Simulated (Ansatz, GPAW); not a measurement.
# A 6-layer slab of Ir(111): converging a work function, part 2 of 3

Wanted: a convergence study on the slab a 6-layer slab of Ir(111).

GPAW 26.7.0 and Ansatz 0.2.0; Ansatz plane waves; slab in vacuum with a dipole correction, relaxation (the session's first sound run).

So far, upper work function (eV): step 2 (relaxation) 5.49.

## Step 3: Plane waves, PBE

The work function is the vacuum plateau of the electrostatic potential less the Fermi level; a dipole layer lets the two faces have plateaus of their own.

This step: GPAW, PAW setups; slab in vacuum (GPAW 26.7.0).

Contents of run.py:

```python
import json
import numpy as np
from ase import Atoms
from gpaw import GPAW, PW

slab = Atoms(
    ['Ir', 'Ir', 'Ir', 'Ir', 'Ir', 'Ir'],
    positions=[
        [1.35765, 0.78384, 7.00000],
        [2.71529, 1.56767, 9.21703],
        [0.00000, 0.00000, 11.43405],
        [1.35765, 0.78384, 13.69174],
        [2.71529, 1.56767, 15.92429],
        [0.00000, -0.00000, 18.12314]],
    cell=[[2.71529, 0.0, 0.0], [1.35765, 2.35151, 0.0], [0.0, 0.0, 25.08513]],
    pbc=[True, True, False])

slab.calc = GPAW(mode=PW(400), xc='PBE', kpts={'size': (13, 13, 1), 'gamma': True},
                 occupations={'name': 'fermi-dirac', 'width': 0.1}, nbands='140%',
                 convergence={'density': 1e-05}, maxiter=200,
                 poissonsolver={'dipolelayer': 'xy'},
                 symmetry={'tolerance': 1e-3}, txt='slab.txt')
result = {}
energy = slab.get_potential_energy()
fermi = slab.calc.get_fermi_level()
v = slab.calc.get_electrostatic_potential().mean((0, 1)) - fermi
n = slab.calc.get_pseudo_density().mean((0, 1))
L = slab.cell[2, 2]
z = np.arange(len(v)) * L / len(v)
low, high = slab.positions[:, 2].min(), slab.positions[:, 2].max()
below, above = np.interp([low - 4.8, high + 4.8], z, v)
slopes = [np.interp(x, z, np.gradient(v, z)) for x in (low - 4.8, high + 4.8)]
eps = np.array([[slab.calc.get_eigenvalues(k, s) for k in range(len(slab.calc.get_ibz_k_points()))]
                for s in range(slab.calc.get_number_of_spins())]) - fermi
top, bottom = eps[eps < 0].max(), eps[eps > 0].min()
dipole = slab.get_dipole_moment()[2]
print(f'energy {energy:.4f} eV, Fermi level {fermi:.4f} eV, dipole {dipole:.5f} e A')
print(f'potential 4.8 A off the faces, from the Fermi level: lower {below:.4f} eV, upper {above:.4f} eV')
print(f'slope of the potential there: lower {slopes[0]:.5f}, upper {slopes[1]:.5f} eV/A')
print(f'nearest levels on the mesh: {top:.4f} and {bottom:.4f} eV')
print('magnetic moment', round(slab.get_magnetic_moment(), 3))
result.update(energy=energy, fermi=fermi, dipole=dipole, below=below, above=above, slopes=slopes, edges=[top, bottom],
              z=z.tolist(), v=v.tolist(), n=n.tolist(), positions=slab.positions.tolist(),
              forces=slab.get_forces(apply_constraint=False).tolist(), moments=slab.get_magnetic_moments().tolist())
json.dump(result, open('result.json', 'w'))
```

Launch:

```
$ OMP_NUM_THREADS=1 OPENBLAS_NUM_THREADS=2 python run.py
```

The log of the run:

```text
energy -54.2704 eV, Fermi level 5.3024 eV, dipole 0.00031 e A
potential 4.8 A off the faces, from the Fermi level: lower 5.4836 eV, upper 5.4817 eV
slope of the potential there: lower -0.00054, upper 0.00075 eV/A
nearest levels on the mesh: -0.0381 and 0.0264 eV
magnetic moment 0.0
```

Wall time 4.5 min (2 threads of Intel Xeon Platinum 8259CL at 2.50GHz (Skylake/Cascade Lake), shared host); peak memory 0.25 GiB.

Numbers from this step:

| Quantity | Value |
| --- | --- |
| dipole along the normal | 3.14e-4 e·Å |
| levels nearest the Fermi level on the mesh | -0.03805, 0.02643 eV from the Fermi level |
| upper work function | 5.482 eV |
| lower work function | 5.484 eV |

The electrostatic potential energy of an electron (without an applied field's), less the Fermi level, planar mean oscillates, so the rows of the table below give means over windows of 2.25 Å about each position, cut where the curve ends. Its maxima inside the range that stand out by 2 % of the span (Å: eV): 8.0: -1.84, 10.3: -2.04, 12.5: -1.62, 14.8: -1.89, 17.0: -1.96. Its minima: 7.0: -30.9, 9.2: -31.4, 11.4: -31.2, 13.7: -31.4, 15.9: -31.3, 18.1: -30.8.

Electrostatic potential energy of an electron (without an applied field's), less the Fermi level, planar mean against z; means over each step:

```
z (Å)  electrostatic potential energy of an electron (without an applied field's), less the Fermi level, planar mean (eV)
 1.12                                                                                                                5.48
 3.38                                                                                                                5.47
 5.62                                                                                                              -0.787
 7.88                                                                                                               -14.8
10.12                                                                                                               -15.1
12.38                                                                                                               -14.5
14.62                                                                                                               -14.9
16.88                                                                                                               -15.2
19.12                                                                                                               -6.52
21.38                                                                                                                5.44
23.62                                                                                                                5.48
```

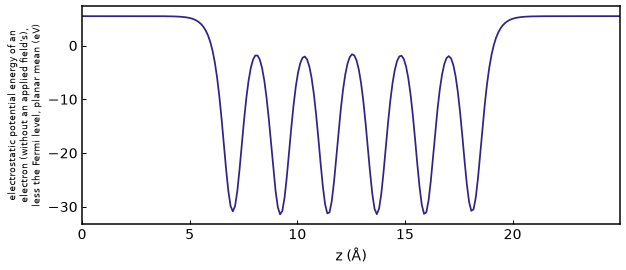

Electrostatic potential energy of an electron (without an applied field's), less the Fermi level, planar mean, plotted against z.

The pseudo valence density, planar mean oscillates, so the rows of the table below give means over windows of 2.3 Å about each position, cut where the curve ends. Its maxima inside the range that stand out by 2 % of the span (Å: e/Å³): 6.9: 2.18, 9.2: 2.29, 11.5: 2.25, 13.6: 2.18, 15.9: 2.28, 18.2: 2.24. Its minima: 8.2: 0.383, 10.2: 0.387, 12.5: 0.359, 14.8: 0.373, 16.9: 0.399.

Pseudo valence density, planar mean against z; means over each step:

```
z (Å)  pseudo valence density, planar mean (e/Å³)
 1.15                                           0
 3.45                                      7.8e-4
 5.75                                       0.417
 8.05                                        1.10
10.35                                        1.10
12.65                                        1.06
14.95                                        1.08
17.25                                        1.10
19.55                                       0.272
21.85                                      4.8e-4
24.15                                           0
```

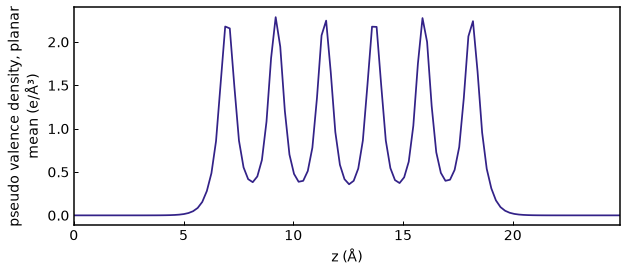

Pseudo valence density, planar mean, plotted against z.

Force by atom:

```
atom  x (eV/Å)  y (eV/Å)  z (eV/Å)   size
 Ir1     0.000     0.000     0.182  0.182
 Ir2     0.000     0.000    -0.277  0.277
 Ir3     0.000     0.000     0.106  0.106
 Ir4     0.000     0.000     0.012  0.012
 Ir5     0.000     0.000    -0.002  0.002
 Ir6     0.000     0.000    -0.026  0.026
```

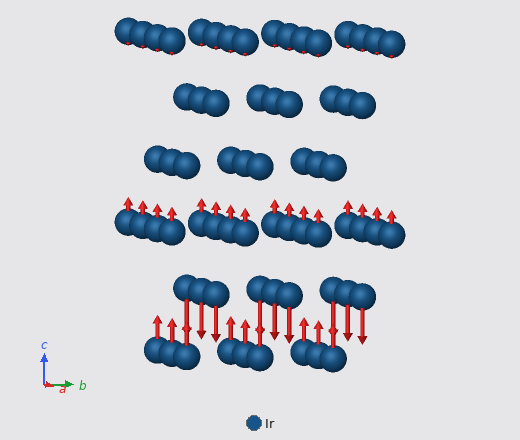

Force as arrows, the longest 0.277 eV/Å. 3×3×1 cells are drawn. Some periodic images of atoms are drawn too.

The potential is flat to 7.5e-4 eV/Å where it is read, so the vacuum is wide enough. The geometry is the other program's minimum; here the largest force on a free atom is 0.026 eV/Å.

## Step 4: Cutoff 200

The cutoff limits how sharply the smooth valence waves can vary, which tells mostly near the atoms.

Edit run.py of step 3 so:

```diff
@@ -17,3 +17,3 @@
 
-slab.calc = GPAW(mode=PW(400), xc='PBE', kpts={'size': (13, 13, 1), 'gamma': True},
+slab.calc = GPAW(mode=PW(200), xc='PBE', kpts={'size': (13, 13, 1), 'gamma': True},
                  occupations={'name': 'fermi-dirac', 'width': 0.1}, nbands='140%',
```

The log of the run:

```text
energy -50.5854 eV, Fermi level 5.3610 eV, dipole 0.00030 e A
potential 4.8 A off the faces, from the Fermi level: lower 5.5083 eV, upper 5.5073 eV
slope of the potential there: lower -0.00028, upper 0.00093 eV/A
nearest levels on the mesh: -0.0358 and 0.0306 eV
magnetic moment 0.0
```

It took 2.4 min on 2 threads; peak memory 0.17 GiB.

The run finished. A setting was moved off its sound value on purpose, so it serves as a test and not as the result.

The fault put into the input: a cutoff under that of the base run: the energy of the cell lies 3.7 eV from the base value (ecut = 200).

The two runs compared:

```
                quantity  this run  sound run  difference
upper work function (eV)    5.5073     5.4817      0.0255
lower work function (eV)    5.5083     5.4836      0.0248
```

## Step 5: Cutoff 300

The cutoff limits how sharply the smooth valence waves can vary, which tells mostly near the atoms.

Edit run.py of step 4 so:

```diff
@@ -17,3 +17,3 @@
 
-slab.calc = GPAW(mode=PW(200), xc='PBE', kpts={'size': (13, 13, 1), 'gamma': True},
+slab.calc = GPAW(mode=PW(300), xc='PBE', kpts={'size': (13, 13, 1), 'gamma': True},
                  occupations={'name': 'fermi-dirac', 'width': 0.1}, nbands='140%',
```

The log of the run:

```text
energy -53.2360 eV, Fermi level 5.3127 eV, dipole 0.00032 e A
potential 4.8 A off the faces, from the Fermi level: lower 5.4899 eV, upper 5.4875 eV
slope of the potential there: lower -0.00093, upper 0.00097 eV/A
nearest levels on the mesh: -0.0363 and 0.0167 eV
magnetic moment 0.0
```

The job ended after 3.2 min (2 threads; peak memory 0.21 GiB).

The run finished. A setting was moved off its sound value on purpose, so it serves as a test and not as the result.

The fault put into the input: a cutoff under that of the base run: the energy of the cell lies 1.0 eV from the base value (ecut = 300).

Side by side:

```
                quantity  this run  sound run  difference
upper work function (eV)    5.4875     5.4817     0.00573
lower work function (eV)    5.4899     5.4836     0.00632
```

## Step 6: Cutoff 700: ecut = 700

The cutoff limits how sharply the smooth valence waves can vary, which tells mostly near the atoms.

Edit run.py of step 5 so:

```diff
@@ -17,3 +17,3 @@
 
-slab.calc = GPAW(mode=PW(300), xc='PBE', kpts={'size': (13, 13, 1), 'gamma': True},
+slab.calc = GPAW(mode=PW(700), xc='PBE', kpts={'size': (13, 13, 1), 'gamma': True},
                  occupations={'name': 'fermi-dirac', 'width': 0.1}, nbands='140%',
```

The log of the run:

```text
energy -54.5371 eV, Fermi level 5.3015 eV, dipole 0.00030 e A
potential 4.8 A off the faces, from the Fermi level: lower 5.4843 eV, upper 5.4825 eV
slope of the potential there: lower -0.00053, upper 0.00053 eV/A
nearest levels on the mesh: -0.0380 and 0.0232 eV
magnetic moment 0.0
```

Run time: 12 min. Hardware: 2 threads; peak memory 0.41 GiB.

Numbers from this step:

```yaml
dipole_along_the_normal: 2.97e-4 e·Å
levels_nearest_the_fermi_level_on_the_mesh: -0.03795, 0.02323 eV from the Fermi level
```

The electrostatic potential energy of an electron (without an applied field's), less the Fermi level, planar mean oscillates, so the rows of the table below give means over windows of 2.23 Å about each position, cut where the curve ends. Its maxima inside the range that stand out by 2 % of the span (Å: eV): 8.1: -1.77, 10.3: -2.03, 12.5: -1.61, 14.8: -1.85, 17.0: -1.98. Its minima: 7.0: -30.8, 9.3: -31.4, 11.4: -31.4, 13.7: -31.3, 15.9: -31.4, 18.2: -30.5.

Table of electrostatic potential energy of an electron (without an applied field's), less the Fermi level, planar mean by z; means over each step:

```
z (Å)  electrostatic potential energy of an electron (without an applied field's), less the Fermi level, planar mean (eV)
 1.11                                                                                                                5.48
 3.34                                                                                                                5.47
 5.57                                                                                                             -0.0304
 7.80                                                                                                               -14.6
10.03                                                                                                               -15.0
12.26                                                                                                               -14.5
14.49                                                                                                               -14.8
16.72                                                                                                               -15.0
18.95                                                                                                               -8.92
21.18                                                                                                                5.42
23.41                                                                                                                5.48
```

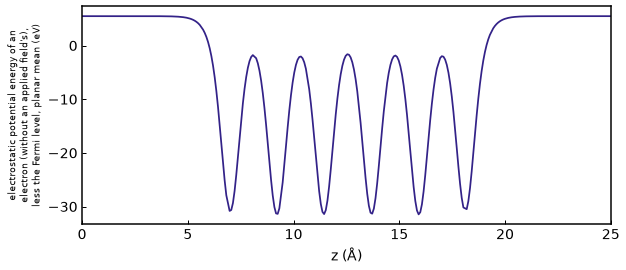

Electrostatic potential energy of an electron (without an applied field's), less the Fermi level, planar mean, plotted against z.

The pseudo valence density, planar mean oscillates, so the rows of the table below give means over windows of 2.19 Å about each position, cut where the curve ends. Its maxima inside the range that stand out by 2 % of the span (Å: e/Å³): 7.1: 2.24, 9.3: 2.28, 11.4: 2.29, 13.6: 2.26, 16.0: 2.24, 18.2: 2.24. Its minima: 8.2: 0.382, 10.3: 0.380, 12.5: 0.359, 14.7: 0.377, 17.1: 0.398.

The pseudo valence density, planar mean by z; means over each step:

```
z (Å)  pseudo valence density, planar mean (e/Å³)
 1.09                                           0
 3.29                                      4.4e-4
 5.48                                       0.187
 7.67                                        1.06
 9.86                                        1.06
12.05                                        1.05
14.24                                        1.06
16.43                                        1.07
18.62                                       0.951
20.81                                     0.00774
23.00                                      1.9e-5
```

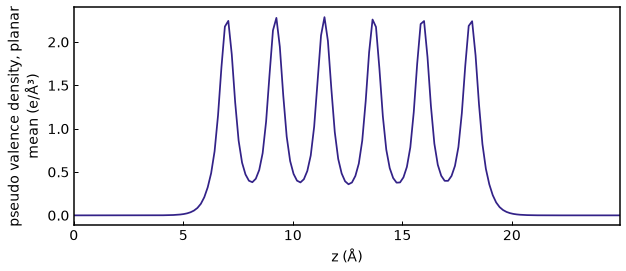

Pseudo valence density, planar mean against z.

Force by atom:

```
atom  x (eV/Å)  y (eV/Å)  z (eV/Å)   size
 Ir1     0.000     0.000     0.188  0.188
 Ir2     0.000     0.000    -0.277  0.277
 Ir3     0.000     0.000     0.105  0.105
 Ir4     0.000     0.000     0.013  0.013
 Ir5     0.000     0.000    -0.001  0.001
 Ir6     0.000     0.000    -0.029  0.029
```

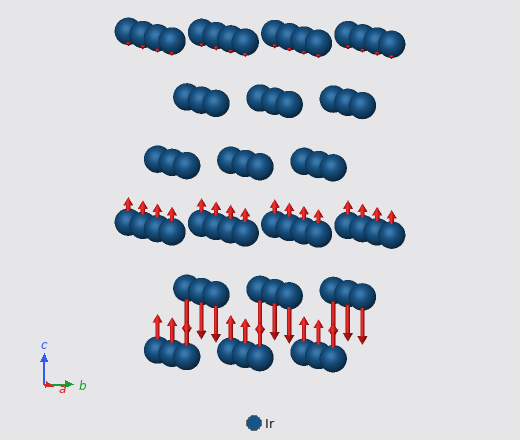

Force as arrows, the longest 0.277 eV/Å. 3×3×1 cells are drawn. Some periodic images of atoms are drawn too.

The upper face's work function is 5.482 eV, against 5.482 eV in the first plane-wave PBE run at this geometry.

## Step 7: K mesh 4×4

The mesh in the plane samples the bands: a metal's Fermi level needs it dense, and band edges must lie on it.

Edit run.py of step 6 so:

```diff
@@ -17,3 +17,3 @@
 
-slab.calc = GPAW(mode=PW(700), xc='PBE', kpts={'size': (13, 13, 1), 'gamma': True},
+slab.calc = GPAW(mode=PW(400), xc='PBE', kpts={'size': (4, 4, 1), 'gamma': True},
                  occupations={'name': 'fermi-dirac', 'width': 0.1}, nbands='140%',
```

The log of the run:

```text
energy -55.7845 eV, Fermi level 5.2270 eV, dipole 0.00035 e A
potential 4.8 A off the faces, from the Fermi level: lower 5.5363 eV, upper 5.5338 eV
slope of the potential there: lower -0.00071, upper 0.00077 eV/A
nearest levels on the mesh: -0.0229 and 0.0201 eV
magnetic moment 0.0
```

Wall time 73 s (2 threads); peak memory 0.2 GiB.

The run finished with changed settings (kpts = [4, 4]); it serves as a test.

The two runs compared:

```
                quantity  this run  sound run  difference
upper work function (eV)    5.5338     5.4817      0.0521
lower work function (eV)    5.5363     5.4836      0.0527
```

One result that differs is the lower work function, 5.54 eV against 5.48 eV.

## Step 8: K mesh 8×8

The mesh in the plane samples the bands: a metal's Fermi level needs it dense, and band edges must lie on it.

Edit run.py of step 7 so:

```diff
@@ -17,3 +17,3 @@
 
-slab.calc = GPAW(mode=PW(400), xc='PBE', kpts={'size': (4, 4, 1), 'gamma': True},
+slab.calc = GPAW(mode=PW(400), xc='PBE', kpts={'size': (8, 8, 1), 'gamma': True},
                  occupations={'name': 'fermi-dirac', 'width': 0.1}, nbands='140%',
```

The log of the run:

```text
energy -54.1462 eV, Fermi level 5.3209 eV, dipole 0.00036 e A
potential 4.8 A off the faces, from the Fermi level: lower 5.4843 eV, upper 5.4814 eV
slope of the potential there: lower -0.00058, upper 0.00064 eV/A
nearest levels on the mesh: -0.0132 and 0.0022 eV
magnetic moment 0.0
```

Run time: 2.3 min. Hardware: 2 threads; peak memory 0.22 GiB.

The run finished with changed settings (kpts = [8, 8]); it serves as a test.

The two runs compared:

```
                quantity  this run  sound run  difference
upper work function (eV)    5.4814     5.4817     -3.1e-4
lower work function (eV)    5.4843     5.4836      7.2e-4
```

## Step 9: K mesh 20×20: kpts = [20, 20]

The mesh in the plane samples the bands: a metal's Fermi level needs it dense, and band edges must lie on it.

Edit run.py of step 8 so:

```diff
@@ -17,3 +17,3 @@
 
-slab.calc = GPAW(mode=PW(400), xc='PBE', kpts={'size': (8, 8, 1), 'gamma': True},
+slab.calc = GPAW(mode=PW(400), xc='PBE', kpts={'size': (20, 20, 1), 'gamma': True},
                  occupations={'name': 'fermi-dirac', 'width': 0.1}, nbands='140%',
```

The log of the run:

```text
energy -54.2811 eV, Fermi level 5.2830 eV, dipole 0.00035 e A
potential 4.8 A off the faces, from the Fermi level: lower 5.4993 eV, upper 5.4970 eV
slope of the potential there: lower -0.00063, upper 0.00045 eV/A
nearest levels on the mesh: -0.0012 and 0.0077 eV
magnetic moment 0.0
```

It took 12 min on 2 threads; peak memory 0.33 GiB.

Numbers from this step:

* dipole along the normal: 3.46e-4 e·Å
* levels nearest the Fermi level on the mesh: -0.001193, 0.007728 eV from the Fermi level
* upper work function: 5.497 eV
* lower work function: 5.499 eV

The upper face's work function is 5.497 eV, against 5.482 eV in the first plane-wave PBE run at this geometry.

[end of part 2 of 3]

[Logs are printed without paths, hosts, clocks, repeated set-up lines and the standing remarks that a program may print on its own settings, such as how far it seeks lower states.]

[Hosts, paths, dates, database ids (printed as entryN), source tags and the programs' standing remarks are cut or masked in the printed files.]
